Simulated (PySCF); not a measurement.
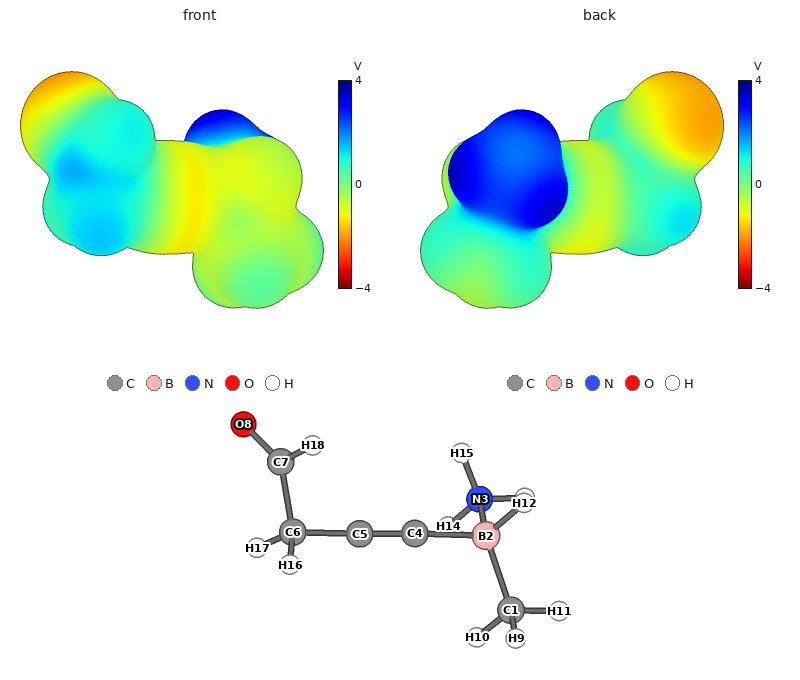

Figure. C$_{5}$H$_{10}$BNO. The molecular electrostatic potential painted on the density surface at 0.004 e/bohr³, seen from the front and from behind; the colour scale runs from red (negative) to blue (positive). The bare structure is drawn below in the same view.

Geometry: GFN2-xTB.

Computed with PySCF, CAM-B3LYP/def2-SVPD, SCF density, gas phase.

```
atom    x (Å)    y (Å)    z (Å)
   C   2.2714  -1.2499  -0.6390
   B   1.3820  -0.2245   0.2507
   N   1.9073   1.2970  -0.1724
   C  -0.1201  -0.2380  -0.1429
   C  -1.2773  -0.2804  -0.4709
   C  -2.6883  -0.2965  -0.8467
   C  -3.3914   0.5452   0.1761
   O  -3.8853   1.6210  -0.0258
   H   1.9840  -2.2800  -0.4452
   H   2.1476  -1.0882  -1.7102
   H   3.3360  -1.1730  -0.4169
   H   1.5530  -0.3134   1.4270
   H   2.8872   1.3931   0.0716
   H   1.7887   1.3978  -1.1754
   H   1.3512   1.9939   0.3117
   H  -3.0613  -1.3235  -0.8131
   H  -2.8246   0.1189  -1.8485
   H  -3.3687   0.1066   1.1937
```

> Describe the electrostatic potential map.

The most negative region (about −1.9 V) lies over O8, the most positive (about +3.5 V) over H13, H14 and H15. O8 is the likeliest acceptor of a hydrogen bond.
